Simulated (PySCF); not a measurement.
# One shape, several levels: quartet OF

We compute a comparison of 6 runs (UHF/STO-3G, U-wB97X/aug-cc-pVTZ, UM06-2X/aug-cc-pVTZ, UPBE0/aug-cc-pVTZ, USVWN5/aug-cc-pVTZ, USCS-MP2/aug-cc-pVTZ) of quartet OF. The job is set up through a Python script.

The results are computed with PySCF 2.14.0.

3 further runs of the same task are left out: 3 set aside as unsound or not needed. Runs told in other sessions of the task aren't counted.

**1. The structure to begin with**

OF has 2 atoms, charge 0, and is taken as a quartet. As SMILES of the parent species, `[O]F`. The coordinates come from a GFN2-xTB relaxation. That shape belongs to the parent species and isn't relaxed for this state.

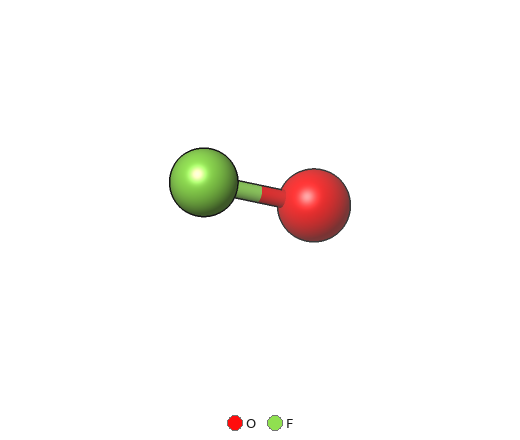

Viewed from a chosen angle; oxygen red, fluorine green.

**2. The energy at UHF/STO-3G (run 1)**

Contents of job.py:

```python
from pyscf import gto

system = gto.Mole()
system.atom = '''
O        0.000000       0.000000       0.000000
F        0.000000       0.000000       1.298450
'''
system.spin = 3
system.max_memory = 1860
system.verbose = 3
system.charge = 0
system.basis = 'sto-3g'
system.build()

mf = system.UHF()
mf.conv_tol = 1e-10
mf.kernel()
if not mf.converged:
    mf = mf.newton().run(mf.mo_coeff, mf.mo_occ)

energy = mf.e_tot
print('E(%s) = %.9f' % ('HF', energy))
```

Run with:

```sh
$ OMP_NUM_THREADS=1 python job.py
```

The program printed:

```text
converged SCF energy = -171.57979207689  <S^2> = 3.75  2S+1 = 4
E(HF) = -171.579792077
```

Run time: 0.81 s. Hardware: 1 thread of Intel Xeon Platinum 8488C (Sapphire Rapids), shared host; peak memory 0.12 GiB.

**3. A single-point energy at U-wB97X/aug-cc-pVTZ (run 2)**

Contents of input.py:

```python
from pyscf import gto, dft

molecule = gto.Mole()
molecule.atom = [
    ('O', (0.000000, 0.000000, 0.000000)),
    ('F', (0.000000, 0.000000, 1.298450)),
]
molecule.spin = 3
molecule.verbose = 3
molecule.basis = 'aug-cc-pvtz'
molecule.max_memory = 1860
molecule.build()

calc0 = dft.UKS(molecule)
calc0.xc = 'wb97x'
calc0.conv_tol = 1e-10
calc0.grids.level = 5
calc0.kernel()
if not calc0.converged:
    calc0 = calc0.newton().run(calc0.mo_coeff, calc0.mo_occ)

e_tot = calc0.e_tot
print('Final energy', e_tot)
```

Run with:

```sh
$ OMP_NUM_THREADS=1 python input.py
```

The program printed:

```text
WARN: HOMO -0.00407531659156923 >= LUMO -0.329190247562476

converged SCF energy = -174.725583204264  <S^2> = 3.7615804  2S+1 = 4.005786
Final energy -174.72558320426413
```

Run time: 15 s. Hardware: 1 thread of Intel Xeon Platinum 8488C (Sapphire Rapids), shared host; peak memory 0.43 GiB.

Runs 3 to 4 aren't shown in full; the table further down has their settings and results.

**4. A single-point energy at USVWN5/aug-cc-pVTZ (run 5)**

Contents of job.py:

```python
from pyscf import gto, dft

mol = gto.Mole()
mol.atom = [
    ('O', (0.000000, 0.000000, 0.000000)),
    ('F', (0.000000, 0.000000, 1.298450)),
]
mol.basis = 'aug-cc-pvtz'
mol.max_memory = 1860
mol.spin = 3
mol.verbose = 4
mol.build()

mf = dft.UKS(mol, xc='svwn')
mf.grids.level = 5
mf.conv_tol = 1e-10
mf.kernel()
if not mf.converged:
    mf = mf.newton().run(mf.mo_coeff, mf.mo_occ)

etot = mf.e_tot
print('E(%s) = %.9f' % ('SVWN5', etot))
```

Run with:

```sh
$ OMP_NUM_THREADS=1 python job.py
```

The program printed:

```text
PySCF version 2.14.0

[INPUT] num. atoms = 2
[INPUT] num. electrons = 17
[INPUT] charge = 0
[INPUT] spin (= nelec alpha-beta = 2S) = 3
[INPUT] symmetry False subgroup None
[INPUT] Mole.unit = angstrom
[INPUT] Symbol           X                Y                Z      unit          X                Y                Z       unit  Magmom
[INPUT]  1 O      0.000000000000   0.000000000000   0.000000000000 AA    0.000000000000   0.000000000000   0.000000000000 Bohr   0.0
[INPUT]  2 F      0.000000000000   0.000000000000   1.298450000000 AA    0.000000000000   0.000000000000   2.453714886442 Bohr   0.0

nuclear repulsion = 29.3432624946975
number of shells = 26
number of NR pGTOs = 116
number of NR cGTOs = 92
basis = aug-cc-pvtz
ecp = {}

[... 42 lines left out ...]
[... the frontier-level lines of each cycle are left out ...]
[... 11 lines left out ...]
[... 11 lines left out ...]
[... 11 lines left out ...]
[... 1 line left out ...]
cycle= 8 E= -173.611980545525  delta_E= -9.63e-09  |g|= 3.31e-05  |ddm|= 0.000112


cycle= 9 E= -173.611980545996  delta_E= -4.71e-10  |g|= 9.53e-07  |ddm|= 7.71e-05


cycle= 10 E= -173.611980545996  delta_E= -1.71e-13  |g|= 4.16e-07  |ddm|= 1.38e-06


Extra cycle  E= -173.611980545995  delta_E= 1.31e-12  |g|= 1.77e-06  |ddm|= 1.25e-06
converged SCF energy = -173.611980545995  <S^2> = 3.7554019  2S+1 = 4.0027
E(SVWN5) = -173.611980546
```

Wall time 4.8 s (1 thread of Intel Xeon Platinum 8488C (Sapphire Rapids), shared host); peak memory 0.29 GiB.

**5. The energy at USCS-MP2/aug-cc-pVTZ (run 6)**

Contents of input.py:

```python
from pyscf import gto, mp

mol = gto.M(
    atom=[
    ('O', (0.000000, 0.000000, 0.000000)),
    ('F', (0.000000, 0.000000, 1.298450)),
],
    max_memory=1860,
    spin=3,
    basis='aug-cc-pvtz',
    charge=0,
    verbose=3,
)

calc0 = mol.UHF()
calc0.conv_tol = 1e-10
calc0.kernel()
if not calc0.converged:
    calc0 = calc0.newton().run(calc0.mo_coeff, calc0.mo_occ)

pt = mp.MP2(calc0, frozen=2).run()
e_final = calc0.e_tot + 1.2 * pt.e_corr_os + pt.e_corr_ss / 3
print('E(%s) = %.9f' % ('SCS-MP2', e_final))
```

Run with:

```sh
$ OMP_NUM_THREADS=1 python input.py
```

The program printed:

```text
WARN: HOMO 0.0337819498403036 >= LUMO -0.331300146498995

converged SCF energy = -174.040950401762  <S^2> = 3.7801899  2S+1 = 4.0150666
E(UMP2) = -174.468173252772  E_corr = -0.427222851010306
E(SCS-UMP2) = -174.445219967444  E_corr = -0.40426956568251
E(SCS-MP2) = -174.445219967
```

Wall time 2.6 s (1 thread of Intel Xeon Platinum 8488C (Sapphire Rapids), shared host); peak memory 0.21 GiB.

**6. All runs side by side**

```csv
run,level,integration grid,frozen core orbitals,energy (Eh),dipole moment (D) of the reference,HOMO energy (eV),LUMO energy (eV),wall time
1,UHF/STO-3G,–,–,-171.579792,0.75,-3.84,8.46,0.81 s
2,U-wB97X/aug-cc-pVTZ,5,–,-174.725583,0.40,-6.54,-1.77,15 s
3,UM06-2X/aug-cc-pVTZ,5,–,-174.696656,0.56,-6.16,-2.97,19 s
4,UPBE0/aug-cc-pVTZ,5,–,-174.599015,0.38,-4.15,–,9.3 s
5,USVWN5/aug-cc-pVTZ,5,–,-173.611981,0.13,-2.40,–,4.8 s
6,USCS-MP2/aug-cc-pVTZ,–,2,-174.445220,1.24,-10.20,1.74,2.6 s
```

**7. Summary of results**

| quantity | value |
| --- | --- |
| run 6: total energy | -174.44522 Eh |
| run 6: dipole moment (Hartree–Fock density) | 1.24 D |
| run 6: HOMO energy (Hartree–Fock orbitals) (highest over α and β) | -10.20 eV |
| run 6: LUMO energy (Hartree–Fock orbitals) (lowest over α and β) | 1.74 eV |
| run 6: correlation energy (2 core orbitals frozen) | -404.3 mEh |
| run 6: ⟨S²⟩ of the reference determinant | 3.780 |

Over runs 1, 2, 3, 4, 5 the dipole moment (its size) runs from 0.13 D (USVWN5/aug-cc-pVTZ) to 0.75 D (UHF/STO-3G). The two ends differ in method and basis. Totals of different functionals can't be ranked against each other. In run 1 the basis is minimal, so the values are rough. All runs together took 51 s, the longest 19 s.
